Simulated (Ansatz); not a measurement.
# InP (F-43m): zone-centre modes under pressure, part 3 of 3

Wanted: Grüneisen parameters and pressure coefficients of the modes of InP (F-43m).

Ansatz 0.2.0; DFT PBE, scalar-relativistic, plane waves, PAW; PAW set soft_1.

So far, highest optical mode at the zone centre (no LO-TO term) (cm⁻¹): step 5 (modes at rest) 284; step 7 (occupations Gaussian, smearing width 0.02 eV, volume ratio 1.06) 263.

The database entry behind the starting cell differs from later determinations by our own check (0.1 to 0.3 % short, probably kX units), so it need not match the best structure at ambient conditions.

In doubt: the program warns that the response may not be converged on this k-mesh (in some of the runs), which bears on the force constants and all frequencies.

### Step 9. Modes of this member: 0.9 times the volume at rest

The zone-centre modes follow for 0.9 times the volume at rest, with the response to a field.

The input, input.yaml:

```yaml
crystal:
  lattice:
    - [0.0, 2.8770230504, 2.8770230504]
    - [2.8770230504, 0.0, 2.8770230504]
    - [2.8770230504, 2.8770230504, 0.0]
  atoms:
    - { symbol: P, position: [0.75, 0.75, 0.75] }
    - { symbol: In, position: [0.0, 0.0, 0.0] }
kpoints:
  mp_grid: { grid: [20, 20, 20] }
hamiltonian:
  xc: pbe
  pseudopotentials: { kind: paw, azcp: { folder: soft_1 } }
scf:
  occupations: { method: fixed }
output:
  eigenvalues: true
phonons:
  method: dfpt
  dielectric: true
  rigid_motions: translations
```

The run is started by

```bash
$ ansatz run input.yaml --threads 4 --pin off --max-ram 10240MiB --backend cpu --events-out ev --progress --plain --runs-dir out
```

Numbers of over 12 decimals in the logs are rounded to 6 here.

Output:

```text
[...]
Crystal: 2 atoms, lattice volume = 47.628 Å³
Basis set: ecut = 420 eV, 941 PW (Γ), exchange–correlation on 60×60×60 points (8 copies of the dense FFT grid, shifted against one another)
Bands: 13, of which v1, the nominal top of the filled ones, is band 9 counted from 1 (8 counted from 0)
Symmetry: 24 space group operations
k-points: 1166 of 8000 (irreducible under 4 space group operations, time reversal used)
[...]
optical modes at Γ + LO–TO along q̂ = [1.0000, 0.0000, 0.0000]:
      ω (cm⁻¹)  modes    IR ((D/Å)²/amu)
[...]
optical modes at Γ + LO–TO along q̂ = [0.0000, 1.0000, 0.0000]:
      ω (cm⁻¹)  modes    IR ((D/Å)²/amu)
        325.88      2            11.3261
        361.84      1             5.6631
  optical modes at Γ + LO–TO along q̂ = [0.0000, 0.0000, 1.0000]:
      ω (cm⁻¹)  modes    IR ((D/Å)²/amu)
        325.88      2            11.3261
        361.84      1             5.6631
[key lines of the parts left out:]
SCF converged after 8 iterations
Free energy (F): -6353.956888 eV
Fermi energy:    7.756089 eV
```

It took 90 s on 4 threads of AMD EPYC 9B14 (Zen 4), shared host; peak memory 2.6 GiB; 5.6 min of CPU time.

This step gave:

* sum-rule residual before enforcement: 7.62e-5 eV/Å²
* miss of the charge sum rule: 4.40e-4 e
* estimated error of the dielectric tensor: 0.03257
* estimated error of the Born charges: 0.01409 e
* highest optical mode at the zone centre (no LO-TO term): 325.9 cm⁻¹
* lowest optical zone-centre mode: 325.9 cm⁻¹
* mean high-frequency dielectric constant: 10.25
* largest Born charge (third of the trace): -2.447 e
* mean static dielectric constant: 12.64
* top of the zone-centre spectrum with the field: 361.8 cm⁻¹

Without the LO-TO term. Patterns of degenerate modes are one choice out of their space. The modes at Γ (shares of kinetic energy by element, %):

| mode | frequency (cm⁻¹) | symmetry | P % | In % |
| --- | --- | --- | --- | --- |
| 1 | 0.0 | acoustic | 21 | 79 |
| 2 | 0.0 | acoustic | 21 | 79 |
| 3 | 0.0 | acoustic | 21 | 79 |
| 4 | 325.9 | T2 | 79 | 21 |
| 5 | 325.9 | T2 | 79 | 21 |
| 6 | 325.9 | T2 | 79 | 21 |

Transverse modes. Infrared lines, with heights relative to the strongest:

| position (cm⁻¹) | label | relative intensity |
| --- | --- | --- |
| 326 | T2 | 100 |

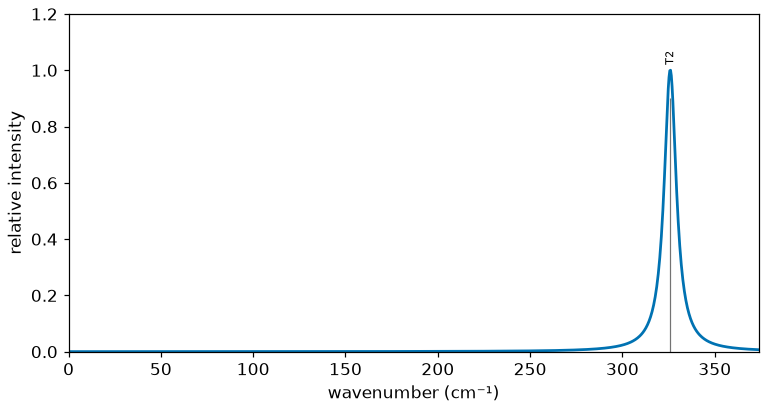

The infrared spectrum, broadened with Lorentzians of width 8 cm⁻¹; bars mark the lines.

The optical mode without the LO-TO term lies at 325.9 cm⁻¹.

For the highest optical mode at the zone centre (no LO-TO term), step 5 gave 284 cm⁻¹; this run, with volume ratio 0.9, gives 326 cm⁻¹ (+15 %).

### Step 10. All members side by side

The members are set side by side, also those not shown above.

Each row is one cell with its response, relaxed at fixed volume as far as symmetry leaves anything free; energies are extrapolated to zero smearing, and E0 is that at rest; shape and atoms are relaxed in each cell where symmetry leaves them free. State of the crystal along the series:

| volume ratio | V (Å³/atom) | pressure (GPa) | E - E0 (meV/atom) | gap on mesh (eV) | ε∞ | ε0 | largest Born charge in size, a third of the trace (e) | top mode with the field, highest of q along x, y and z (cm⁻¹) |
| --- | --- | --- | --- | --- | --- | --- | --- | --- |
| 0.9 | 23.81 | 8.018 | 60.04 | 1.013 | 10.25 | 12.64 | 2.447 | 361.8 |
| 0.92 | 24.34 | 6.033 | 36.89 | 0.8949 | 10.48 | 13.02 | 2.479 | 353.1 |
| 0.94 | 24.87 | 4.261 | 19.95 | 0.7783 | 10.75 | 13.44 | 2.511 | 344.6 |
| 0.96 | 25.4 | 2.679 | 8.536 | 0.6637 | 11.06 | 13.91 | 2.542 | 336.3 |
| 0.98 | 25.93 | 1.267 | 2.063 | 0.5512 | 11.43 | 14.45 | 2.573 | 328.2 |
| 0.99 | 26.2 | 0.6188 | 0.5116 | 0.4957 | 11.64 | 14.75 | 2.589 | 324.1 |
| 1 | 26.46 | 0.006788 | 0 | 0.4409 | 11.88 | 15.08 | 2.604 | 320.1 |
| 1.02 | 26.99 | -1.117 | 1.868 | 0.3328 | 12.45 | 15.84 | 2.636 | 312.1 |
| 1.04 | 27.52 | -2.118 | 7.242 | 0.2273 | 13.22 | 16.81 | 2.667 | 304 |
| 1.06 | 28.05 | -3.009 | 15.74 | 0.1241 | - | - | - | - |

Without the LO-TO term; each mode is tracked from rest by its pattern, and modes that stay within 0.3 cm⁻¹ of each other stand once; shape and atoms are relaxed in each cell where symmetry leaves them free. Optical modes along the series:

| V (Å³/atom) | mode 4 T2 (cm⁻¹) |
| --- | --- |
| 23.81 | 325.9 |
| 24.34 | 316.8 |
| 24.87 | 308.1 |
| 25.4 | 299.8 |
| 25.93 | 291.8 |
| 26.2 | 287.9 |
| 26.46 | 284.1 |
| 26.99 | 276.7 |
| 27.52 | 269.6 |
| 28.05 | 262.7 |

From cubic fits (parabolas where under five rows exist) of ln ω and P against ln V through the rows within about 4 % of rest: γ = −d ln ω / d ln V and dω/dP = γ ω / B. Slopes at rest:

| mode | fitted frequency at rest (cm⁻¹) | Grüneisen parameter γ | dω/dP (cm⁻¹/GPa) |
| --- | --- | --- | --- |
| mode 4 T2 | 284.1 | 1.33 | 6.34 |
| longitudinal mode | 320.1 | 1.25 | 6.72 |

### Step 11. Results

| Item | Value |
| --- | --- |
| members | 10 |
| highest optical mode at the zone centre (no LO-TO term), at rest | 284.1 cm⁻¹ |
| bulk modulus at rest | 59.5 GPa |
| mode 4 T2, γ | 1.33 |
| longitudinal mode, γ | 1.25 |

The series spans -3.0 to 8.0 GPa, and the slope at rest gives a bulk modulus of 59 GPa. The transverse optical mode has γ = 1.33 and moves by 6.3 cm⁻¹ for each GPa, the longitudinal one has γ = 1.25 and moves by 6.7. ε∞ is 11.88 at rest, with d ln ε∞ / d ln V = 2.11. The gap on the mesh falls to 0.12 eV within the series; members under 0.15 eV ran without the field response. One k mesh and one cutoff serve the ground states and modes of all volumes; the field response picks its own mesh. With the field response the log warns that the k mesh is coarse for the force constants too, so the frequencies are to be taken as unconverged. These are harmonic frequencies at zero temperature: anharmonic shifts, linewidths and thermal expansion are left out. Only the zone centre was solved, so an instability at another wavevector cannot show here.

[Logs are printed without paths, hosts, clocks, repeated set-up lines and the standing remarks that a program may print on its own settings, such as how far it seeks lower states.]

[Hosts, paths, dates, database ids (printed as entryN), source tags and the programs' standing remarks are cut or masked in the printed files.]
